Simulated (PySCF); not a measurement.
# Geometry relaxation, with input and output: AlH3Br (charge −1)

The run: geometry relaxation of AlH3Br, charge −1. Method and program: PBE0-D3(BJ)/ma-def2-SVP geometry optimisation, gas phase (PySCF 2.14.0).

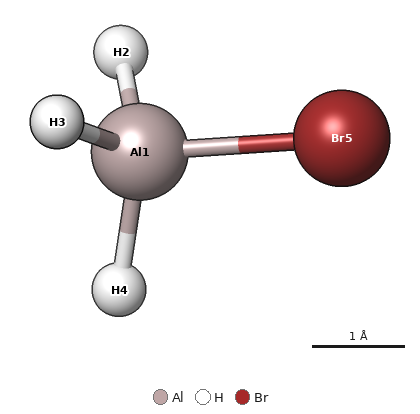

The input geometry (ball-and-stick view, seen at a tilt; atoms are numbered from 1 in the order of the input). Sticks mark near contacts. Bond lengths as drawn: Al–Br 2.30 Å and Al–H 1.60 Å.

Results in brief:

```json
{"quantity": "outcome", "value": "converged"}
{"quantity": "total energy", "value": "−2817.698213 hartree"}
{"quantity": "point group", "value": "C3v"}
{"quantity": "hardware", "value": "1 CPU thread, shared host"}
{"quantity": "wall time", "value": "5 s"}
{"quantity": "peak memory", "value": "0.46 GiB"}
```

The input:
```
{"job": {"xc": "PBE0", "basis": "ma-def2-SVP", "d3": "d3bj", "grid": 1, "kind": "geom"}, "charge": -1, "multiplicity": 1}
Al     0.050725     0.025545    -0.340306
H      1.553898    -0.126294     0.200397
H     -0.855685    -1.238596     0.050280
H     -0.620624     1.406811     0.123655
Br     0.164757     0.080222    -2.640507
```

The first line tells a small driver script what to run in PySCF; the rest is the geometry in Å.

Launch command:
```bash
OMP_NUM_THREADS=1 python <driver script> task.json out
```

Output:
```
step   0  E = -2817.69485377  max force = 0.024996
step   1  E = -2817.69796877  max force = 0.006967
step   2  E = -2817.69819952  max force = 0.000847
step   3  E = -2817.69821324  max force = 0.000209
optimisation converged
```

Trajectory as extended XYZ (Å, eV, eV/Å), 4 frames, from step=0 to step=3:
```
5
Properties=species:S:1:pos:R:3:forces:R:3 step=0 energy=-76673.38235
Al    0.0507    0.0255   -0.3403   -0.0508  -0.0227   0.8858
H     1.5539   -0.1263    0.2004    0.3126  -0.0286   0.1457
H    -0.8557   -1.2386    0.0503   -0.1996  -0.2801   0.1179
H    -0.6206    1.4068    0.1237   -0.1403   0.2943   0.1359
Br    0.1648    0.0802   -2.6405    0.0782   0.0371  -1.2853
5
Properties=species:S:1:pos:R:3:forces:R:3 step=1 energy=-76673.46712
Al    0.0511    0.0248   -0.3181   -0.0300  -0.0184   0.3582
H     1.5844   -0.1293    0.2398   -0.1023   0.0097  -0.0409
H    -0.8761   -1.2716    0.0673    0.0646   0.0881  -0.0342
H    -0.6375    1.4339    0.1580    0.0452  -0.0947  -0.0367
Br    0.1886    0.0937   -2.7162    0.0225   0.0153  -0.2464
5
Properties=species:S:1:pos:R:3:forces:R:3 step=2 energy=-76673.47339
Al    0.0498    0.0231   -0.3037   -0.0076  -0.0069   0.0435
H     1.5702   -0.1306    0.2526    0.0234  -0.0029   0.0004
H    -0.8706   -1.2686    0.0572   -0.0136  -0.0210  -0.0078
H    -0.6395    1.4193    0.1662   -0.0115   0.0201  -0.0023
Br    0.2066    0.1098   -2.7308    0.0093   0.0106  -0.0338
5
Properties=species:S:1:pos:R:3:forces:R:3 step=3 energy=-76673.47377
Al    0.0484    0.0213   -0.2989   -0.0037  -0.0062  -0.0076
H     1.5682   -0.1337    0.2620    0.0038  -0.0012   0.0022
H    -0.8725   -1.2775    0.0395   -0.0030  -0.0061  -0.0032
H    -0.6484    1.4146    0.1721   -0.0038   0.0027   0.0015
Br    0.2223    0.1289   -2.7303    0.0067   0.0107   0.0071
```

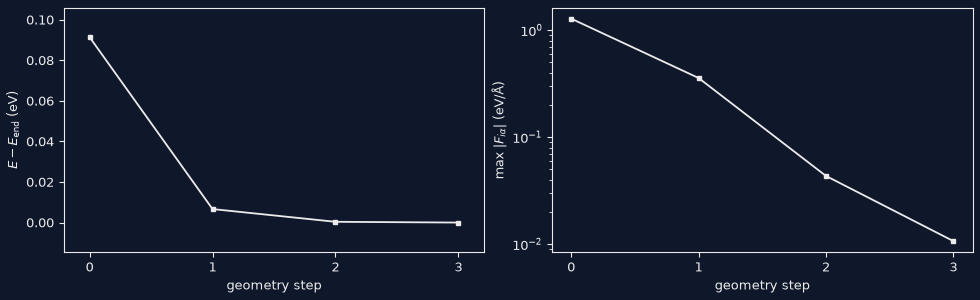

Progress of the relaxation, step by step (steps are counted from 0).

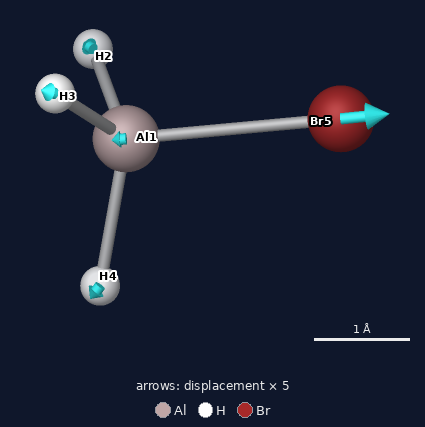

The starting structure with the displacements as teal arrows, magnified 5 times (ball-and-stick view, seen at a tilt). The two geometries are laid on each other by the best rigid fit. The largest move after the best rigid fit is that of Br5, 0.10 Å. By element the largest moves are Br 0.10 Å, H 0.04 Å, Al 0.03 Å. Distances before and after: Al1–Br5 2.304 → 2.440 Å, Al1–H2 1.605 → 1.627 Å. The energy falls by 0.091 eV in 3 geometry steps. Largest force component: 1.3 eV/Å at the start, 0.011 eV/Å at the end. (Atoms are counted from 1 in the order of the input.)
